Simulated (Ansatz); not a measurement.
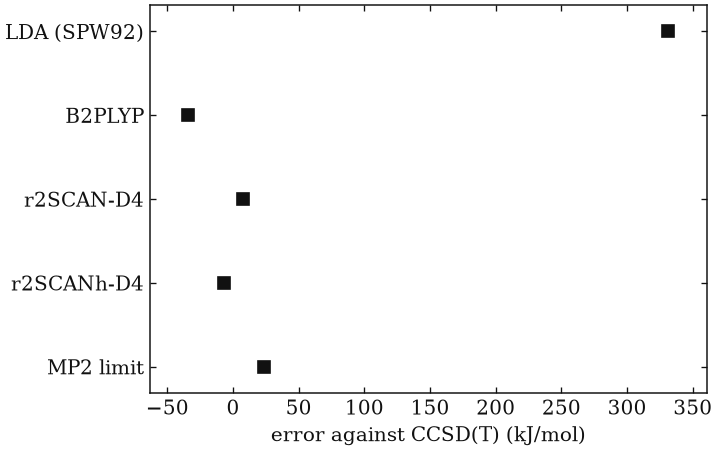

Error in the electronic atomisation energy (method less reference, so positive means overbinding) of CH₅OSi, SMILES [CH2][SiH2]O, doublet: functionals in def2-TZVPP against frozen-core CCSD(T) at the limit (MP2 extrapolated from triple and quadruple zeta, plus CCSD(T) less MP2 in a smaller set), which gives 2767.3 kJ/mol, at a PBE0-D4/def2-TZVP geometry (a minimum by its frequencies), no zero-point or spin-orbit term, the Ansatz code. The reference leaves out core correlation, a term that grows with the number of heavy atoms. B2PLYP holds a correlation term that converges slowly with the basis, so part of the distance to the limit is basis error. No dispersion term is added to B2PLYP. Limit means the basis limit.

> What range do the values span?

From −34.1 kJ/mol (B2PLYP) to 331.5 kJ/mol (LDA (SPW92)).

> Give the values.

```
      level  kJ/mol
LDA (SPW92)   331.5
     B2PLYP   −34.1
  r2SCAN-D4     7.9
 r2SCANh-D4    −6.8
  MP2 limit    23.4
```
